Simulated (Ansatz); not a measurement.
# Mg2Ge3N: what a guessed cell relaxes into

The task: take a trial cell of Mg2Ge3N to zero force and stress.

Program: Ansatz 0.2.0. Level of theory: DFT PBE, scalar-relativistic, plane waves, PAW. These are calculated values, not measurements.

**1. The system as given**

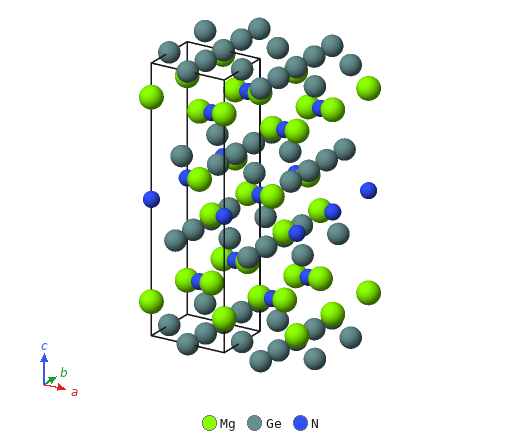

Start, viewed slightly off an axis; magnesium green, germanium teal, nitrogen blue. 2×2×1 cells are drawn. Atoms on the faces are drawn again on the opposite ones. The cell drawn here is the conventional one.

Coordinates:

```
Mg Ge N
1.0
     2.61540    1.51000    4.38671
    -2.61540    1.51000    4.38671
     0.00000   -3.02000    4.38671
Mg Ge N
2 3 1
Direct
  0.12500 0.12500 0.12500
  0.87500 0.87500 0.87500
  0.00000 0.50000 0.50000
  0.50000 0.00000 0.50000
  0.50000 0.50000 0.00000
  0.50000 0.50000 0.50000
```

A structure generator made this guess: species swapped into a database cell of Sm2Fe3Ru (R-3m, No. 166), with Mg on the Sm sites, Ge on the Fe sites and N on the Ru sites. Lengths come from tabulated atomic sizes and are only a guess.

**2. The guess as it stands, on a coarse mesh**

Contents of input.yaml:

```yaml
crystal:
  lattice:
    - [2.61539556, 1.50999933, 4.38670616]
    - [-2.61539556, 1.50999933, 4.38670616]
    - [0.0, -3.01999866, 4.38670616]
  atoms:
    - { symbol: Mg, position: [0.124996, 0.124996, 0.124996] }
    - { symbol: Mg, position: [0.875004, 0.875004, 0.875004] }
    - { symbol: Ge, position: [0.0, 0.5, 0.5] }
    - { symbol: Ge, position: [0.5, 0.0, 0.5] }
    - { symbol: Ge, position: [0.5, 0.5, 0.0] }
    - { symbol: "N", position: [0.5, 0.5, 0.5] }
basis:
  ecutwfc: 420
kpoints:
  mp_grid: { grid: [6, 6, 6] }
hamiltonian:
  xc: pbe
scf:
  occupations: { method: gaussian, width: 0.1 }
  lower_state_search: "off"
output:
  forces: true
  stress: true
  eigenvalues: true
```

Launch:

```bash
> ansatz run input.yaml --threads 1 --pin off --max-ram 2560MiB --backend cpu --events-out ev --progress --plain --runs-dir out
```

What it wrote, shortened:

```text
Warning: RAYON_NUM_THREADS=1 ignored (pool sized by the plan → 1); use --threads N
[...]
Pseudopotentials: kind: paw
Pseudopotential: Mg, paw, valence charge 10, recommended cutoff 420 eV (normal), Mg.paw.azcp
Pseudopotential: Ge, paw, valence charge 14, recommended cutoff 420 eV (normal), Ge.paw.azcp
Pseudopotential: N, paw, valence charge 5, recommended cutoff 420 eV (normal), N.paw.azcp
Functional definition: PBE
[...]
Crystal: 6 atoms, lattice volume = 103.945 Å³
Basis set: ecut = 420 eV, 2025 PW (Γ), exchange–correlation on 72×72×72 points (8 copies of the dense FFT grid, shifted against one another)
Bands: 41, of which v1, the nominal top of the filled ones, is band 34 counted from 1 (33 counted from 0)
Symmetry: 12 space group operations
Space group: R-3m (ITA 166), of the structure as read, at distance tolerance 4.7e-5 Å
k-points: 32 of 216
[...]
SCF iter   1: F=—  HF=-17113.142963 eV  |F-HF|=—  |Δ(HF+E_count)|=         —  Δρ=2.61e-3  dr2=1.84e-2  ethr=1.77e-3  ⟨swp⟩=5.9  Hψ=5010  notcnv=0
[...]
SCF iter   7: F=-17113.137740 eV  HF=-17113.137740 eV  |F-HF|=2.40e-8  |Δ(HF+E_count)|=   3.33e-7  Δρ=5.99e-6  dr2=4.33e-8  ethr=1.49e-10  ⟨swp⟩=7.9  Hψ=5587  notcnv=0
[...]
SCF converged after 7 iterations
Free energy (F): -17113.137740 eV
[...]
E sigma→0 (E₀):  -17113.133220 eV
Entropy (-TS):   -0.009039 eV (-1.506 meV/atom)
Fermi energy:    9.527331 eV
[...]
--- Forces (eV/Å), atoms counted from 1 ---
  atom   1  Mg     0.00000000    -0.00000000     0.17442723
  atom   2  Mg    -0.00000000     0.00000000    -0.17442723
  atom   3  Ge    -0.00000000    -0.00000000    -0.00000000
  atom   4  Ge     0.00000000    -0.00000000     0.00000000
  atom   5  Ge     0.00000000     0.00000000    -0.00000000
  atom   6  N     -0.00000000     0.00000000     0.00000000
[...]
--- Stress (GPa, compression-positive) ---
        3.583221       0.000000       0.000000
        0.000000       3.583221       0.000000
        0.000000       0.000000      -4.117732
  P = ⅓ Tr σ = 1.0162 GPa (10.162 kbar)
--- Band table (eV; the first three rows and the last of 32) ---
[...]
```

Wall time 15 s (1 thread of Intel Xeon at 2.50GHz (Skylake/Cascade Lake), shared host); peak memory 0.43 GiB.

From the probe: pressure 1.0 GPa, largest force 0.17 eV/Å, gap on this mesh none (metal). The coarse relaxation is skipped.

**3. Full relaxation**

Changes to input.yaml since step 2:

```diff
@@ -15,3 +15,3 @@
 kpoints:
-  mp_grid: { grid: [6, 6, 6] }
+  mp_grid: { grid: [12, 12, 12] }
 hamiltonian:
@@ -20,3 +20,2 @@
   occupations: { method: gaussian, width: 0.1 }
-  lower_state_search: "off"
 output:
@@ -25 +24,10 @@
   eigenvalues: true
+  write_density: true
+  write_potential: true
+  elf: true
+  volumetric_format: npy
+relax:
+  adjacent_minimum: "off"
+  f_tol: 0.01
+  max_steps: 80
+  cell: { stress_tol: 0.05 }
```

Launch:

```bash
> ansatz run input.yaml --threads 1 --pin off --max-ram 2560MiB --backend cpu --events-out ev --progress --plain --runs-dir out
```

What it wrote:

```text
Warning: RAYON_NUM_THREADS=1 ignored (pool sized by the plan → 1); use --threads N
Engine: ansatz 0.2.0, x86_64-unknown-linux-gnu
[... 5 set-up lines as earlier in the session ...]
  parameter kappa = 0.804
  parameter beta = 0.06672455060314922
  exchange = pbe_x(kappa = kappa, mu = beta*pi^2/3)
  correlation = pbe_c(beta = beta)
Crystal: 6 atoms, lattice volume = 103.945 Å³
Basis set: ecut = 420 eV, 2025 PW (Γ), exchange–correlation on 72×72×72 points (8 copies of the dense FFT grid, shifted against one another)
Bands: 41, of which v1, the nominal top of the filled ones, is band 34 counted from 1 (33 counted from 0)
[... 2 set-up lines as earlier in the session ...]
k-points: 189 of 1728
Non-local potential: Mg, projectors of the file, l = 0: 3, l = 1: 2, l = 2: 1
Non-local potential: Ge, projectors of the file, l = 0: 2, l = 1: 2, l = 2: 3, l = 3: 1
Non-local potential: N, projectors of the file, l = 0: 2, l = 1: 2, l = 2: 1
PAW form: soft (Blöchl's): semilocal exchange-correlation on the pseudo side does not see the compensation charge
PAW one-centre angular grid: Mg, 110 points (default); XC on 64 Gauss nodes
PAW one-centre angular grid: Ge, 590 points (default); XC on 64 Gauss nodes
PAW one-centre angular grid: N, 110 points (default); XC on 64 Gauss nodes
Initial density: superposition of atomic densities (neutral atoms: chi_scale 0, normalization atom), corrected by the library's trained network
Initial wavefunctions: pseudopotential atomic-orbital guess
Functional: x = pbe(κ = 0.804, μ = 0.2195149727645171), c = pbe(β = 0.06672455060314922)
SCF iter   1: F=—  HF=-17113.107681 eV  |F-HF|=—  |Δ(HF+E_count)|=         —  Δρ=2.02e-3  dr2=7.07e-3  ethr=1.77e-3  ⟨swp⟩=6.0  Hψ=29323  notcnv=0
preconditioner: auto → Kerker (q_TF=auto, 2.536 Å⁻¹)  [metal: Δε(μ)=0.007 eV  Ē_g=19.527 eV  σ=0.100 eV  W_gap=0.04  n_scr=26 (ndim 8)  ℏωp=26.0 eV  f_vac=0.000  D(μ)=2.65/eV (n_scr^D=14)]
SCF iter   2: F=—  HF=-17113.105233 eV  |F-HF|=—  |Δ(HF+E_count)|=   2.45e-3  Δρ=1.35e-3  dr2=3.50e-3  ethr=1.06e-5  ⟨swp⟩=1.8  Hψ=11759  notcnv=0
SCF iter   3: F=—  HF=-17113.104891 eV  |F-HF|=—  |Δ(HF+E_count)|=   3.41e-4  Δρ=6.07e-4  dr2=3.81e-4  ethr=5.23e-6  ⟨swp⟩=2.0  Hψ=12211  notcnv=0
SCF iter   4: F=—  HF=-17113.104579 eV  |F-HF|=—  |Δ(HF+E_count)|=   3.12e-4  Δρ=3.05e-4  dr2=7.16e-5  ethr=5.69e-7  ⟨swp⟩=2.0  Hψ=12211  notcnv=0
SCF iter   5: F=—  HF=-17113.104573 eV  |F-HF|=—  |Δ(HF+E_count)|=   6.06e-6  Δρ=1.04e-4  dr2=7.89e-6  ethr=1.07e-7  ⟨swp⟩=2.0  Hψ=12218  notcnv=0
SCF iter   6: F=—  HF=-17113.104565 eV  |F-HF|=—  |Δ(HF+E_count)|=   7.84e-6  Δρ=3.95e-5  dr2=1.14e-6  ethr=1.18e-8  ⟨swp⟩=2.0  Hψ=12373  notcnv=0
SCF iter   7: F=-17113.104564 eV  HF=-17113.104564 eV  |F-HF|=6.74e-8  |Δ(HF+E_count)|=   6.73e-7  Δρ=8.27e-6  dr2=6.53e-8  ethr=1.49e-10  ⟨swp⟩=9.8  Hψ=55439  notcnv=0
SCF 1 converged in 7 iterations: F = -17113.104564 eV  dr2 = 6.53e-8
relax step   1: F+E_penalty+E_count = -17113.10456429 eV  Δ(F+E_penalty+E_count) = +0.000e0 eV  max|allowed force component| = 9.862e-2 eV/Å  Δτ_max = 0.0000 Å  P = +1.190 GPa  Ω = 103.945 Å³  (7 SCF iters, dr2 threshold 1.00e-7 eV, accepted)
[... from here on, the SCF cycles and remarks between the steps are left out ...]
relax step   2: F+E_penalty+E_count = -17113.40673738 eV  Δ(F+E_penalty+E_count) = -3.022e-1 eV  max|allowed force component| = 3.062e-3 eV/Å  Δτ_max = 0.0104 Å  P = +0.118 GPa  Ω = 103.969 Å³  energy of the carried Pulay correction = -1.611e-5 eV  (6 SCF iters, dr2 threshold 6.00e-7 eV, accepted)
relax step   3: F+E_penalty+E_count = -17113.66372770 eV  Δ(F+E_penalty+E_count) = -2.570e-1 eV  max|allowed force component| = 6.233e-2 eV/Å  Δτ_max = 0.0133 Å  P = +0.934 GPa  Ω = 101.895 Å³  energy of the carried Pulay correction = +1.387e-3 eV  (7 SCF iters, dr2 threshold 6.00e-7 eV, accepted)
relax step   4: F+E_penalty+E_count = -17113.90333182 eV  Δ(F+E_penalty+E_count) = -2.396e-1 eV  max|allowed force component| = 1.236e-2 eV/Å  Δτ_max = 0.0237 Å  P = +0.020 GPa  Ω = 102.557 Å³  energy of the carried Pulay correction = +9.362e-4 eV  (7 SCF iters, dr2 threshold 6.00e-7 eV, accepted)
relax step   5: F+E_penalty+E_count = -17113.93189515 eV  Δ(F+E_penalty+E_count) = -2.856e-2 eV  max|allowed force component| = 1.939e-1 eV/Å  Δτ_max = 0.0091 Å  P = +1.477 GPa  Ω = 100.602 Å³  energy of the carried Pulay correction = +2.276e-3 eV  (7 SCF iters, dr2 threshold 6.00e-7 eV, accepted)
relax step   6: F+E_penalty+E_count = -17113.95605309 eV  Δ(F+E_penalty+E_count) = -2.416e-2 eV  max|allowed force component| = 1.013e-4 eV/Å  Δτ_max = 0.0180 Å  P = +0.155 GPa  Ω = 102.340 Å³  energy of the carried Pulay correction = +1.084e-3 eV  (6 SCF iters, dr2 threshold 6.00e-7 eV, accepted)
relax step   7: F+E_penalty+E_count = -17113.95592832 eV  Δ(F+E_penalty+E_count) = +1.248e-4 eV  max|allowed force component| = 9.638e-3 eV/Å  Δτ_max = 0.0006 Å  P = -0.069 GPa  Ω = 102.653 Å³  energy of the carried Pulay correction = +8.707e-4 eV  (6 SCF iters, dr2 threshold 7.92e-8 eV, accepted)
relax step   8: F+E_penalty+E_count = -17113.95602048 eV  Δ(F+E_penalty+E_count) = -9.215e-5 eV  max|allowed force component| = 2.105e-4 eV/Å  Δτ_max = 0.0011 Å  P = -0.001 GPa  Ω = 102.561 Å³  energy of the carried Pulay correction = +9.332e-4 eV  (6 SCF iters, dr2 threshold 1.48e-8 eV, accepted)
relax step   9: F+E_penalty+E_count = -17113.97744559 eV  Δ(F+E_penalty+E_count) = -2.143e-2 eV  max|allowed force component| = 7.270e-5 eV/Å  Δτ_max = 0.0000 Å  P = +0.305 GPa  Ω = 102.561 Å³  stress off target by 4.80e-1 GPa  SCF on the basis re-selected at this cell (its energy is not comparable with the rows above)  (8 SCF iters)
relax step  10: F+E_penalty+E_count = -17113.97830754 eV  Δ(F+E_penalty+E_count) = -8.619e-4 eV  max|allowed force component| = 2.958e-3 eV/Å  Δτ_max = 0.0024 Å  P = +0.033 GPa  Ω = 103.011 Å³  energy of the carried Pulay correction = -3.114e-4 eV  (6 SCF iters, dr2 threshold 5.77e-7 eV, accepted)
relax step  11: F+E_penalty+E_count = -17113.97863184 eV  Δ(F+E_penalty+E_count) = -3.243e-4 eV  max|allowed force component| = 2.965e-3 eV/Å  Δτ_max = 0.0000 Å  P = +0.037 GPa  Ω = 103.011 Å³  stress off target by 5.30e-2 GPa  SCF on the basis re-selected at this cell (its energy is not comparable with the rows above)  (6 SCF iters)
relax step  12: F+E_penalty+E_count = -17113.97860444 eV  Δ(F+E_penalty+E_count) = +2.740e-5 eV  max|allowed force component| = 2.500e-3 eV/Å  Δτ_max = 0.0005 Å  P = -0.001 GPa  Ω = 103.070 Å³  energy of the carried Pulay correction = -3.976e-5 eV  (6 SCF iters, dr2 threshold 7.02e-9 eV, accepted)
relax step  13: F+E_penalty+E_count = -17113.97864610 eV  Δ(F+E_penalty+E_count) = -4.166e-5 eV  max|allowed force component| = 2.497e-3 eV/Å  Δτ_max = 0.0000 Å  P = -0.001 GPa  Ω = 103.070 Å³  stress off target by 8.86e-4 GPa  SCF on the basis re-selected at this cell (its energy is not comparable with the rows above)  (8 SCF iters)
basis re-selected at this cell: Δ(F+E_penalty+E_count) = -4.166e-5 eV, ΔP = +0.000 GPa vs the last step (what re-selecting the basis moved, of the pressure what is left beyond the Pulay correction that the steps carried, after the strain that the cell walked since its last selection, with what the two solves' SCF thresholds leave and, on support functions, any second-order correction that the steps lacked; it is no measure of the basis error at this ecutwfc). This SCF's stress stands 8.86e-4 GPa from its target on what of the cell is left free (relax.cell.stress_tol is 5.00e-2 GPa) and its largest allowed force component is 2.50e-3 eV/Å (relax.f_tol is 1.00e-2 eV/Å): within both
SCF converged after 8 iterations
Free energy (F): -17113.978646 eV
Harris-Foulkes:  -17113.978646 eV  (|F-HF|=3.64e-12)
Internal energy: -17113.969286 eV  (E = F + TS)
E sigma→0 (E₀):  -17113.973966 eV
Entropy (-TS):   -0.009360 eV (-1.560 meV/atom)
Fermi energy:    9.377523 eV
--- Per-component energies (eV) ---
  E_band       = -1047.332163
  E_kinetic    = 606.236825
  E_local      = -9911.396435  (includes V_loc(G=0)·N_el)
  E_nonlocal   = 1484.116073
  E_hartree    = 4055.835472
  E_xc         = -343.801978
  E_vxc        = -343.381200  (∫ρ·V_xc dr)
  E_paw        = -6760.632950  (= ΣΔE_a)
  E_vpaw       = -994.579300  (= ΣTr[D̂ρ^β])
  E_aug_tail   = 0.000928  (compensation charges beyond the density's cutoff)
  E_ewald      = -6244.327222
  E_smearing   = -0.009360  (= −TS)
  E_closure    = 0.000000  (closes the sum)
  Σ components = -17113.978646   (vs F -17113.978646, Δ=0.00e0)
--- Forces (eV/Å), atoms counted from 1 ---
  atom   1  Mg    -0.00000000    -0.00000000     0.00249681
  atom   2  Mg     0.00000000     0.00000000    -0.00249681
  atom   3  Ge     0.00000000    -0.00000000     0.00000000
  atom   4  Ge     0.00000000     0.00000000     0.00000000
  atom   5  Ge    -0.00000000     0.00000000    -0.00000000
  atom   6  N      0.00000000     0.00000000     0.00000000
  max |Σ_I F_I| component: 4.34e-19 eV/Å
--- Stress (GPa, compression-positive) ---
       -0.000747       0.000000      -0.000000
        0.000000      -0.000747       0.000000
       -0.000000       0.000000      -0.000886
  P = ⅓ Tr σ = -0.0008 GPa (-0.008 kbar)
--- Band table (eV; the first three rows and the last of 189) ---
  k-point 0: bands = ["-67.0753", "-67.0712", "-33.8393", "-33.8338", "-33.8338", "-33.8331", "-33.8331", "-33.8003", "-15.3499", "-15.3211", "-15.3211", "-15.3010", "-15.2478", "-15.2478", "-15.2412", "-15.2272", "-15.2272", "-15.2146", "-15.2037", "-15.2037", "-15.1937", "-15.1937", "-15.1583", "-4.9851", "0.0139", "3.0226", "3.0226", "3.3689", "4.9480", "4.9480", "6.4939", "7.6972", "7.6972", "8.4067", "11.4631", "11.4631", "11.7434", "12.0401", "12.0401", "13.6758", "14.4306"]
[... 3 lines left out ...]
--- Relaxed structure (10 steps of the walk, 10 accepted, 3 SCFs on fresh bases) ---
  F+E_penalty+E_count = -17113.97864610 eV   max|allowed force component| = 2.497e-3 eV/Å   (the final SCF, on the basis selected at the relaxed cell)
  cell:  # Å, volume = 103.0697 Å³
    - [2.8720331897089504, 1.6581691352000016, 3.6071268818104163]
    - [-2.8720331897089504, 1.6581691352000016, 3.6071268818104163]
    - [-1.2920423277311448e-17, -3.3163382704000033, 3.6071268818104163]
  atoms:
    - { symbol: Mg, position: [0.12742449108800408, 0.12742449108800408, 0.12742449108800408] }
    - { symbol: Mg, position: [0.8725755089119961, 0.8725755089119961, 0.8725755089119962] }
    - { symbol: Ge, position: [0.0, 0.5, 0.5] }
    - { symbol: Ge, position: [0.5, 0.0, 0.5] }
    - { symbol: Ge, position: [0.5, 0.5, 5.551115123125783e-17] }
    - { symbol: N, position: [0.5000000000000001, 0.5000000000000001, 0.5000000000000001] }
```

It took 20 min on 1 thread of Intel Xeon at 2.50GHz (Skylake/Cascade Lake), shared host; peak memory 0.83 GiB.

Step by step:

```csv
step,energy from step 1 (eV/cell),largest force component (eV/Å),pressure (GPa),volume (Å³)
1,0.0000,0.0986,1.19,103.95
2,-0.3022,0.0031,0.12,103.97
3,-0.5592,0.0623,0.93,101.89
4,-0.7988,0.0124,0.02,102.56
5,-0.8273,0.1939,1.48,100.60
6,-0.8515,0.0001,0.16,102.34
7,-0.8514,0.0096,-0.07,102.65
8,-0.8515,0.0002,0.00,102.56
9,-0.8729,0.0001,0.30,102.56
10,-0.8737,0.0030,0.03,103.01
11,-0.8741,0.0030,0.04,103.01
12,-0.8740,0.0025,0.00,103.07
13,-0.8741,0.0025,0.00,103.07
```

Step 1 is the start. Steps 9, 11, 13 each repeat the geometry before them on a plane-wave basis chosen anew, so the energy can jump there without any move.

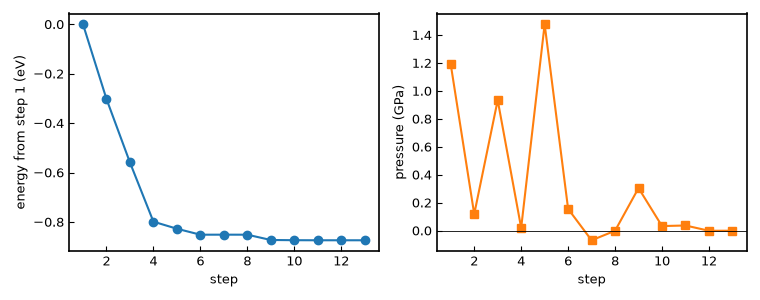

Energy and pressure along the relaxation.

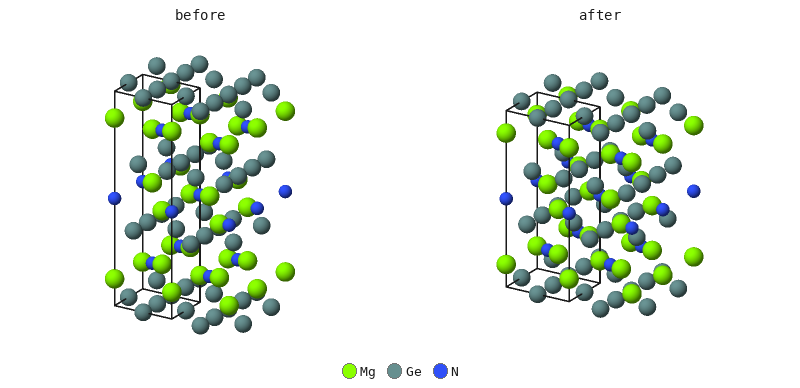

The structure before (left) and after (right) the relaxation, drawn at the same scale.

Lengths and angles in the start's conventional setting:

|  | before | after | change |
| --- | --- | --- | --- |
| a (Å) | 5.231 | 5.744 | +9.8 % |
| b (Å) | 5.231 | 5.744 | +9.8 % |
| c (Å) | 13.160 | 10.821 | -17.8 % |
| volume (Å³/atom) | 17.32 | 17.18 | -0.8 % |
| shortest distance (Å) | 2.615 | 2.450 | -6.3 % |
| space group (0.01 Å) | R-3m | R-3m | same |

The run keeps the 12 symmetry operations of the start, so it could not have lowered the symmetry.

Axes a, b and c in the maps are those of this run's conventional cell (a, b, c = 5.744, 5.744, 10.821 Å).

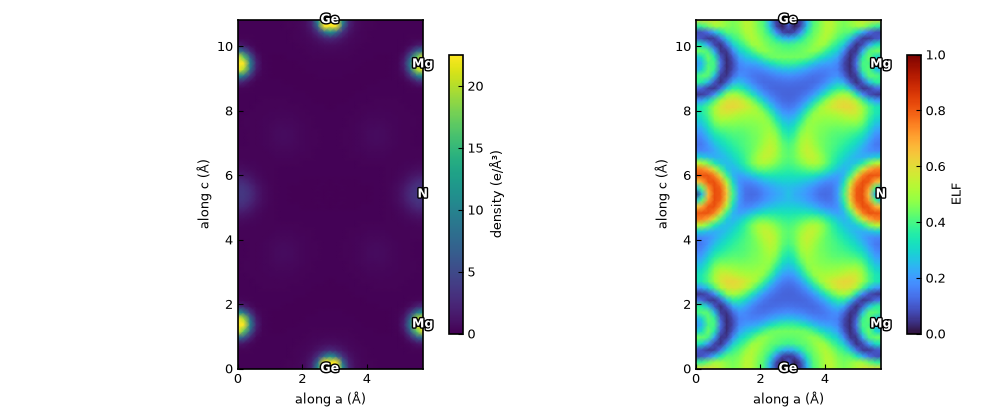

Density (left) and ELF (right) in a lattice plane of the grid's cell (edges 5.74 and 10.82 Å, at 0.000 of the third edge), which holds Mg and Ge and N. Only atoms in the plane are labelled; the density scale stops at 22.53 e/Å³. Both are smooth fields of the valence electrons: close to the nuclei they are not physical.

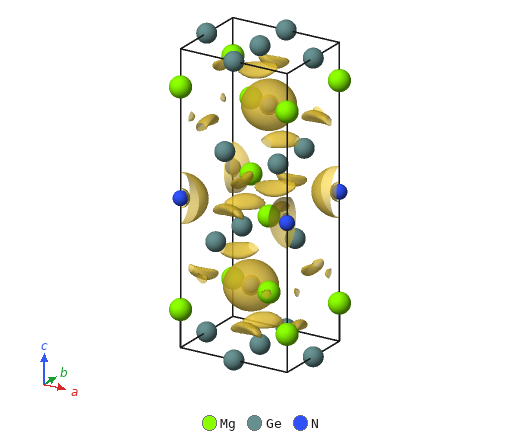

Surface of ELF = 0.59, drawn in one cell.

Outside the cores ELF peaks at 0.83 in the shell around N, 0.7 Å from N; 0.65 on the Ge–Mg line, 1.3 Å from Ge; 0.59 on the Mg–Mg line, 1.4 Å from Mg.

**4. Variant: xc pbesol, ecutwfc left out**

Contents of input.yaml:

```yaml
crystal:
  lattice:
    - [2.8720331897, 1.6581691352, 3.6071268818]
    - [-2.8720331897, 1.6581691352, 3.6071268818]
    - [0.0, -3.3163382704, 3.6071268818]
  atoms:
    - { symbol: Mg, position: [0.1274244911, 0.1274244911, 0.1274244911] }
    - { symbol: Mg, position: [0.8725755089, 0.8725755089, 0.8725755089] }
    - { symbol: Ge, position: [0.0, 0.5, 0.5] }
    - { symbol: Ge, position: [0.5, 0.0, 0.5] }
    - { symbol: Ge, position: [0.5, 0.5, 0.0] }
    - { symbol: "N", position: [0.5, 0.5, 0.5] }
kpoints:
  mp_grid: { grid: [12, 12, 12] }
hamiltonian:
  xc: pbesol
scf:
  occupations: { method: gaussian, width: 0.1 }
output:
  forces: true
  eigenvalues: true
  stress: true
```

Launch:

```bash
> ansatz run input.yaml --threads 1 --pin off --max-ram 2560MiB --backend cpu --events-out ev --progress --plain --runs-dir out
```

What it wrote, shortened:

```text
Warning: RAYON_NUM_THREADS=1 ignored (pool sized by the plan → 1); use --threads N
[...]
[... 4 set-up lines as earlier in the session ...]
Functional definition: PBEsol
[...]
Crystal: 6 atoms, lattice volume = 103.070 Å³
Basis set: ecut = 420 eV, 2011 PW (Γ), exchange–correlation on 72×72×72 points (8 copies of the dense FFT grid, shifted against one another)
Bands: 41, of which v1, the nominal top of the filled ones, is band 34 counted from 1 (33 counted from 0)
[... 2 set-up lines as earlier in the session ...]
k-points: 189 of 1728
[...]
SCF iter   8: F=-16960.847510 eV  HF=-16960.847510 eV  |F-HF|=5.14e-9  |Δ(HF+E_count)|=   4.45e-8  Δρ=3.69e-6  dr2=1.61e-8  ethr=1.49e-10  ⟨swp⟩=8.1  Hψ=30839  notcnv=0
[...]
SCF converged after 8 iterations
Free energy (F): -16960.847510 eV
[...]
E sigma→0 (E₀):  -16960.842872 eV
Entropy (-TS):   -0.009275 eV (-1.546 meV/atom)
Fermi energy:    9.263609 eV
[...]
--- Forces (eV/Å), atoms counted from 1 ---
  atom   1  Mg     0.00000000    -0.00000000     0.04056029
  atom   2  Mg     0.00000000     0.00000000    -0.04056029
  atom   3  Ge     0.00000000     0.00000000    -0.00000000
  atom   4  Ge    -0.00000000     0.00000000     0.00000000
  atom   5  Ge     0.00000000     0.00000000     0.00000000
  atom   6  N      0.00000000     0.00000000    -0.00000000
[...]
--- Stress (GPa, compression-positive) ---
       -2.823778       0.000000       0.000000
       -0.000000      -2.823778       0.000000
        0.000000       0.000000      -2.675257
  P = ⅓ Tr σ = -2.7743 GPa (-27.743 kbar)
--- Band table (eV; the first three rows and the last of 189) ---
[...]
```

Wall time 76 s (1 thread of Intel Xeon at 2.50GHz (Skylake/Cascade Lake), shared host); peak memory 0.78 GiB.

| run | ending | energy change | pressure (GPa) | gap (eV) | force (eV/Å) | cycles | time |
| --- | --- | --- | --- | --- | --- | --- | --- |
| step 3 | converged | - | 0.0 | 0.00 | 0.00 | - | 20 min |
| variant | converged | not comparable | -2.8 | 0.00 | 0.04 | 8 | 76 s |

Total energies don't compare across a change of functional; the pressure goes from 0.0 to -2.8 GPa and the largest force goes from 0.00 to 0.04 eV/Å. At this fixed cell a lower pressure means that this functional prefers a smaller volume than the reference.

**5. Outcome**

| quantity | value |
| --- | --- |
| symmetry at the end (tolerance 0.05 Å) | space group R-3m (No. 166) |
| conventional cell | a = 5.744 Å, b = 5.744 Å, c = 10.821 Å, α = 90.00°, β = 90.00°, γ = 120.00° |
| volume | 17.18 Å³/atom |
| energy over the elements (uncorrected; H, N, O, F and Cl as molecules) | +0.43 eV/atom |
| gap on the mesh | none (metal) |

The space group R-3m (No. 166) is kept, and the volume per atom shrinks by 0.8 % from the first guess. The formation energy is positive, so the separate elements lie lower. No finished test with a distortion of lower symmetry is shown, so the end may be a saddle point. The final runs have no spin polarisation, so no magnetic state was tried and one may lie lower.
